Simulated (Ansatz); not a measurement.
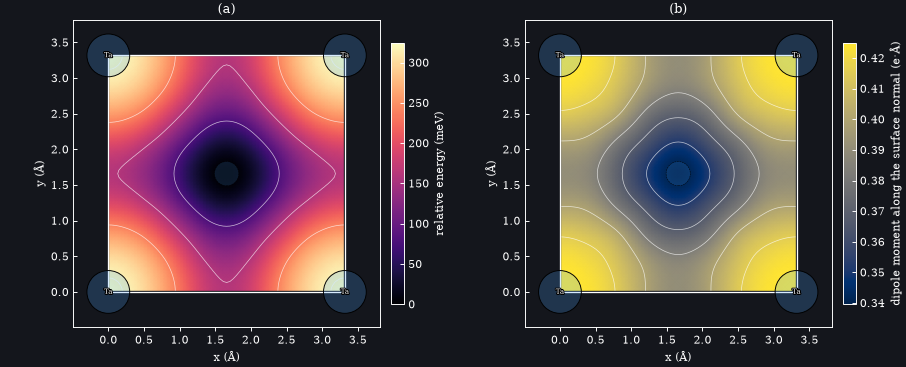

Na on a Ta(100) slab cut from the Im-3m phase, its upper half relaxed before the scan (16 atoms of substrate and one adsorbate in a 2 × 2 cell). Na is moved over the surface cell; relaxed at each place: the height of the adsorbate's atoms; substrate rigid; the origin of the map has the adsorbate above Ta13. Places are given modulo a cell vector. The map is drawn in real space over the plane of the surface. The grid has 8 × 8 points; 15 points were computed and 49 follow by symmetry. Places are given in fractions of the 1 × 1 surface cell. Energies: meV, counted from the lowest grid point. Level of theory: DFT PBE, scalar-relativistic, plane waves, PAW (Ansatz 0.2.0). Settings: cutoff 420 eV, k-mesh 4×4×1, gaussian smearing 0.1 eV, no spin polarisation.

Panel (a) is the energy and panel (b) the computed dipole moment along the surface normal on the same grid.

Drawn: a smooth colour map with a few white contour lines, labelled circles for the atoms of the top layer and small ones for the second layer, the outline of one cell of the plane. Between grid points the surface is interpolated.

> How does the dipole moment along the surface normal vary over the map, and what is it at the lowest grid point?

It runs from 0.34 e·Å at a fourfold hollow over a second-layer Ta atom, (4/8, 4/8) of the cell vectors to 0.42 e·Å at the top site over a surface Ta atom, (0/8, 0/8) of the cell vectors. At the lowest grid point, a fourfold hollow over a second-layer Ta atom, (4/8, 4/8) of the cell vectors, it is 0.34 e·Å.

```
second ↓, first →   0/8   1/8   2/8   3/8   4/8   5/8   6/8   7/8
              7/8  0.42  0.42  0.41  0.40  0.39  0.40  0.41  0.42
              6/8  0.41  0.41  0.40  0.38  0.37  0.38  0.40  0.41
              5/8  0.40  0.40  0.38  0.36  0.35  0.36  0.38  0.40
              4/8  0.39  0.39  0.37  0.35  0.34  0.35  0.37  0.39
              3/8  0.40  0.40  0.38  0.36  0.35  0.36  0.38  0.40
              2/8  0.41  0.41  0.40  0.38  0.37  0.38  0.40  0.41
              1/8  0.42  0.42  0.41  0.40  0.39  0.40  0.41  0.42
              0/8  0.42  0.42  0.41  0.40  0.39  0.40  0.41  0.42
```

PAW datasets: the set soft_1.
